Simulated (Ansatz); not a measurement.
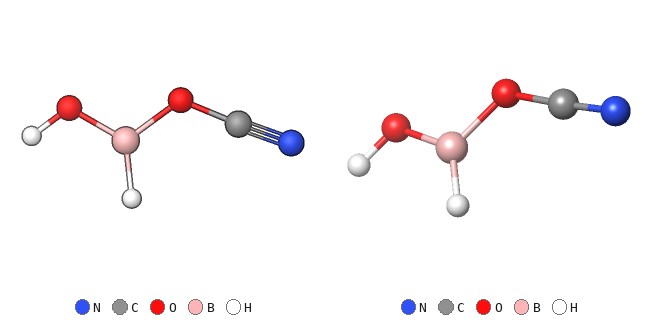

Both panels show the same species.

What is the molecular formula?

CH₂BNO₂, 7 atoms: 1 carbon, 2 hydrogen, 1 boron, 1 nitrogen and 2 oxygen.

Give a SMILES string for it.

N#COBO

The parts below concern this one geometry. Atoms keep their numbers from picture to picture. Computed geometry: PBE0-D4/def2-TZVP optimisation.

Geometry

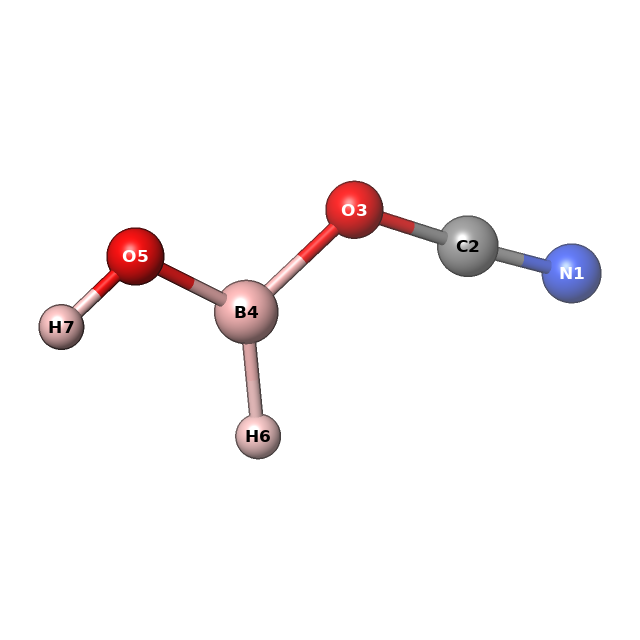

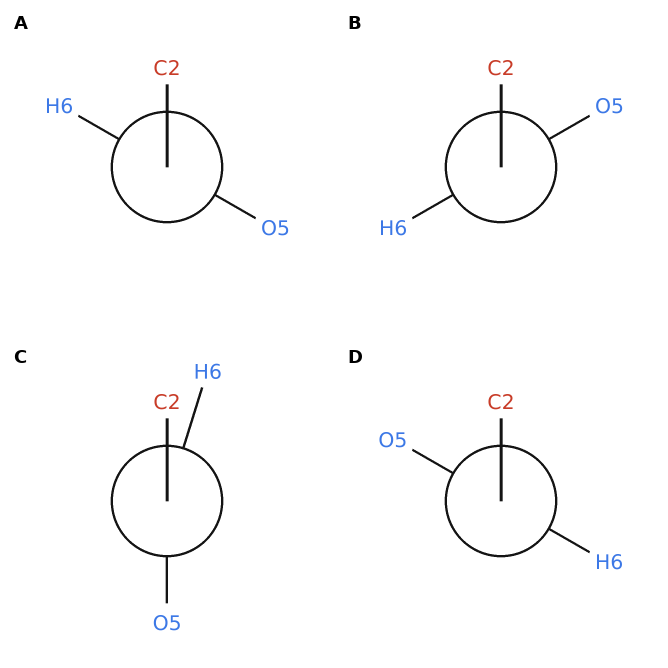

Distant atoms are faded towards the background colour. Bonds that would overlap in a projection are set slightly apart.

Which Newman projection shows the view along O3–B4, with O3 in front?

C. The torsion angle C2–O3–B4–O5 is 180°, antiperiplanar (anti).

Vibrations

Harmonic vibrations computed with RKS PBE0-D4/def2-TZVP (Ansatz 0.2.0) at a stationary point of the same level.

How many vibrational modes are there, and where do they lie?

15 modes: 118, 170, 453, 542, 575, 577, 904, 919, 1054, 1157, 1272, 1450, 2410, 2673, 3912 cm⁻¹.

Electronic properties

Method: RKS r2SCAN-D4/def2-TZVPP (Ansatz 0.2.0).

Estimate the dipole moment.

5.15 D.

Estimate the HOMO–LUMO gap.

6.66 eV.

What is the dispersion correction?

−2.5 kJ/mol.

What is the HOMO energy (Kohn–Sham orbital)?

−7.87 eV.

Charges

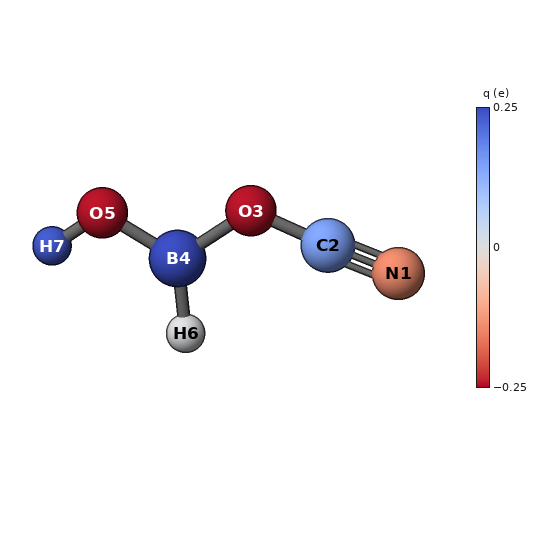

Atoms are coloured by their Mulliken charges. Properties computed with RKS r2SCAN-D4/def2-TZVPP (Ansatz 0.2.0).

Which atom carries the highest charge (most positive or least negative)?

B4 (0.25 e).

And the lowest?

O3, O5 (−0.24 e).

Give the Mulliken charges atom by atom.

```
atom  value (e)
  N1      −0.14
  C2       0.14
  O3      −0.24
  B4       0.25
  O5      −0.24
  H6       0.00
  H7       0.23
```

Mulliken values depend strongly on the basis set and can even reverse the polarity of a bond.
